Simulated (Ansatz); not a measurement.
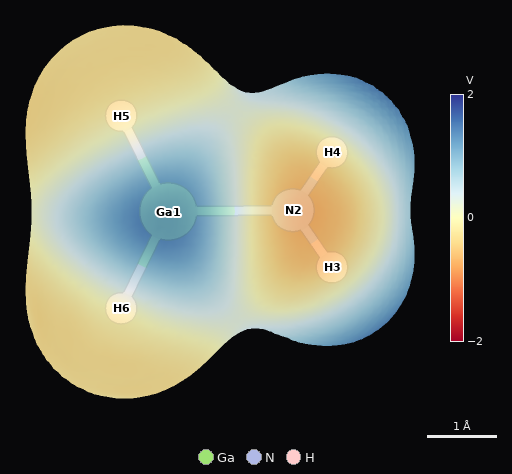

Figure 1: GaH4N. The electrostatic potential painted on the density surface at 0.002 e/bohr³, seen across its widest extent; red is negative and blue positive.

The calculation used RKS revPBE-D4/def2-SVP in Ansatz 0.2.0.

Input file:

```
crystal:
  periodic: [false, false, false]
  atoms:
    - { symbol: Ga, position_ang: [0.0, 0.0, 0.0] }
    - { symbol: "N", position_ang: [0.0, 0.0, 1.93] }
    - { symbol: H, position_ang: [-0.877, -0.2713, 2.46] }
    - { symbol: H, position_ang: [0.877, 0.2713, 2.46] }
    - { symbol: H, position_ang: [1.3596, 0.0, -0.785] }
    - { symbol: H, position_ang: [-1.3596, 0.0, -0.785] }
basis:
  gaussian: { orbitals: def2-SVP }
hamiltonian:
  xc: revpbe
  dispersion: d4
relax:
  f_tol: 0.02
  max_steps: 40
output:
  orbitals: {}
```

Launched as:

```sh
ansatz run input.yaml --threads 1 --pin off --max-ram 2048MiB --backend cpu --events-out ev --progress --plain --runs-dir out
```

The fields are those of the run's last geometry, not of the input's.

Which sites attract a positive test charge, and which a negative one?

Answer. A positive charge is drawn to the negative regions and a negative charge to the positive ones. The most negative region (about −0.7 V) lies over N2, the most positive (about +1.5 V) over Ga1, H3 and H4.
